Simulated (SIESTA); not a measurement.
## Converging the k-point mesh: V (Im-3m, 1 atom in the cell)

```
V
1.0
   -1.50743     1.50743     1.50743
    1.50743    -1.50743     1.50743
    1.50743     1.50743    -1.50743
V
1
Cartesian
  0.00000   0.00000   0.00000
```

Computed with GGA PBE, numerical atomic orbitals DZP, PseudoDojo PBE standard norm-conserving potentials (rewritten from UPF to PSML) (SIESTA).

Base settings: XC.functional = GGA; XC.authors = PBE; potentials = PseudoDojo PBE standard; PAO.BasisSize = DZP; PAO.EnergyShift = 0.01 Ry; MeshCutoff = 300 Ry; kgrid.MonkhorstPack = 8 8 8; OccupationFunction = MP; OccupationMPOrder = 0; ElectronicTemperature = 1160.45 K.

Only quantities that move along the ladder and can be compared are tabulated.

The starting cell has typed, rounded lattice constants, without a prior relaxation at this level. Its lattice was rescaled by up to half a per cent. Spin polarisation is off. Values carry the incompleteness of an atom-centred basis. In the base run, with a pressure of about -8 GPa the cell is away from its equilibrium volume at this level.

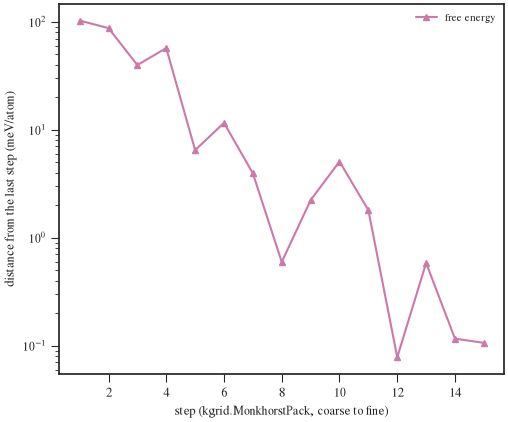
*Distance from the last step along the ladder; very small values are drawn at a floor.*

| kgrid.MonkhorstPack | free energy less the last step's (meV/atom) | pressure (GPa) |
|---|---|---|
| 3 3 3 | -102.75 | -7.71 |
| 4 4 4 | -87.41 | -8.36 |
| 5 5 5 | 39.75 | -5.29 |
| 6 6 6 | 57.13 | -5.53 |
| 7 7 7 | -6.48 | -6.74 |
| 8 8 8 | -11.58 | -8.24 |
| 9 9 9 | 3.94 | -7.58 |
| 10 10 10 | 0.59 | -6.30 |
| 11 11 11 | 2.23 | -6.94 |
| 12 12 12 | 5.08 | -7.09 |
| 15 15 15 | -1.80 | -7.40 |
| 18 18 18 | -0.08 | -7.27 |
| 20 20 20 | -0.58 | -7.16 |
| 24 24 24 | -0.12 | -7.20 |
| 30 30 30 | -0.11 | -7.19 |
| 37 37 37 | 0.00 | -7.18 |

Coarsest kgrid.MonkhorstPack that holds the free energy within 2 meV/atom of the last step, with all finer ones: 15 15 15; the step before is off by 5.1 meV/atom.

Coarsest kgrid.MonkhorstPack that holds the pressure within 0.2 GPa of the last step, with all finer ones: 18 18 18; the step before is off by 0.22 GPa.
